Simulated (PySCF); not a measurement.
System: C₃H₁₀OPSi (SMILES CC(C)O[SiH2][PH]) (doublet).

```yaml
atoms:
  - { symbol: C, position_ang: [-1.1543, -0.7240, 1.0239] }
  - { symbol: C, position_ang: [-0.5588, 0.3933, 0.1737] }
  - { symbol: C, position_ang: [-1.6439, 1.2596, -0.4567] }
  - { symbol: O, position_ang: [0.2233, -0.1441, -0.8621] }
  - { symbol: Si, position_ang: [1.7185, -0.7504, -0.8099] }
  - { symbol: P, position_ang: [2.9611, 0.4804, 0.5803] }
  - { symbol: H, position_ang: [-1.7878, -0.3075, 1.8021] }
  - { symbol: H, position_ang: [-1.7465, -1.3859, 0.3963] }
  - { symbol: H, position_ang: [-0.3585, -1.3026, 1.4869] }
  - { symbol: H, position_ang: [0.0874, 1.0206, 0.8093] }
  - { symbol: H, position_ang: [-2.2834, 0.6446, -1.0854] }
  - { symbol: H, position_ang: [-1.1900, 2.0306, -1.0739] }
  - { symbol: H, position_ang: [-2.2458, 1.7307, 0.3154] }
  - { symbol: H, position_ang: [1.7259, -2.1446, -0.3399] }
  - { symbol: H, position_ang: [2.0921, -0.6487, -2.2152] }
  - { symbol: H, position_ang: [4.1532, -0.1432, 0.2441] }
```

Geometry: GFN2-xTB.

The calculation used UKS B3LYP, pcH-1 on C H O P Si, non-relativistic, mean-field spin-orbit, GIAO in PySCF.

Q: Predict the electron density, electron localisation function and spin density between the atoms.

A: C–C (1.52 Å): ρ is about 1.7 e/Å³ halfway; the ELF peaks at about 0.95 between the atoms, as expected for a covalent bond.
C–H (1.09 Å): ρ is about 2 e/Å³ halfway; the ELF climbs to about 1 towards the hydrogen, as it does in any bond to H: an ordinary covalent bond to hydrogen.
The unpaired spin (1 electron) lies mostly on P6 (about 0.9), in electrons by Hirshfeld's partition.

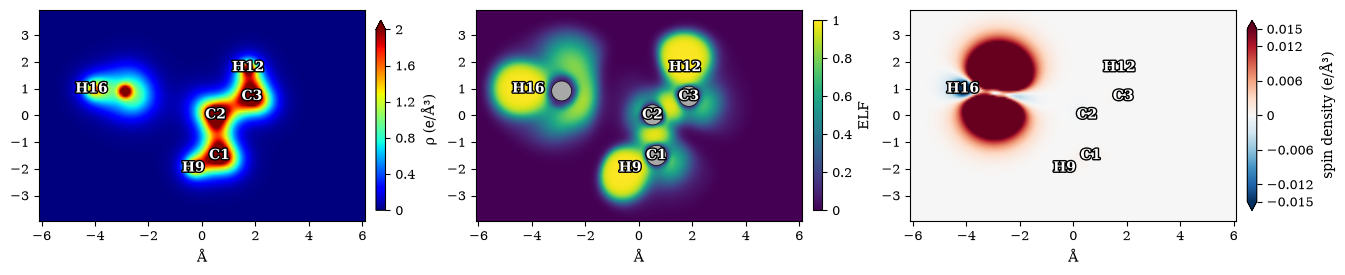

Computed electron density, electron localisation function and spin density on the plane of atoms C1, C2 and C3, in this order. Grey discs cover the atomic cores in the ELF map. 
